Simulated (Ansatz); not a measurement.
# H4OSSi2: the cost of one run

All numbers are computed with Ansatz 0.2.0, driven from Python. Level of theory: r2SCAN+D3(BJ)/aug-cc-pVDZ.

## 1. The system

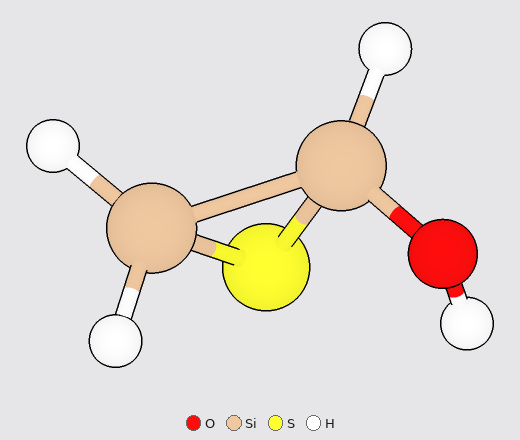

The starting structure, viewed from a chosen angle; oxygen red, silicon light orange, sulfur yellow, hydrogen white.

Input file h4ossi2.xyz:

```xyz
8

O     0.02110    1.91590   -0.61930
Si   -0.15950    0.77330    0.51170
Si    0.67760   -1.24600    0.11900
S    -1.21040   -0.73900   -0.48430
H    -0.60020    1.82520   -1.42250
H    -0.89940    1.18470    1.73260
H     1.56960   -1.49110   -1.07160
H     0.69340   -2.28010    1.17860
```

## 2. The script

Input file spin_h4ossi2.py:

```python
# -*- coding: utf-8 -*-
"""Vertical spin-state energies of H4OSSi2."""

import ansatz as az

BASIS_SET = "aug-cc-pVDZ"
XC = "r2scan"
VDW = "d3bj"


def main():
    geometry = az.Crystal.molecule_from_extxyz("h4ossi2.xyz")

    setup = (
        geometry.calculation()
        .basis(gaussian=BASIS_SET)
        .functional(XC, dispersion=VDW)
    )
    found = {}
    for unpaired in [0, 2]:
        report = setup.spin("collinear", total=unpaired).run().report
        s = unpaired / 2
        found[unpaired] = report["free_energy_ev"]
        print(f"2S+1 = {unpaired + 1}: E = {found[unpaired]:.5f} eV, <S^2> = {abs(report['mean_field']['state']['spin_squared']):.3f} (pure state {s * (s + 1):.2f})")
    lowest = min(found, key=found.get)
    for unpaired, e in found.items():
        print(f"multiplicity {unpaired + 1}: {23.060548 * (e - found[lowest]):.1f} kcal/mol above the lowest")


if __name__ == "__main__":
    main()
```

## 3. Launch

Run with:

```sh
$ python spin_h4ossi2.py
```

What time and memory should one allow on 1 thread of Intel Xeon Platinum 8259CL at 2.50GHz (Skylake/Cascade Lake), shared host?

About 45 s, with a peak of 0.45 GiB.
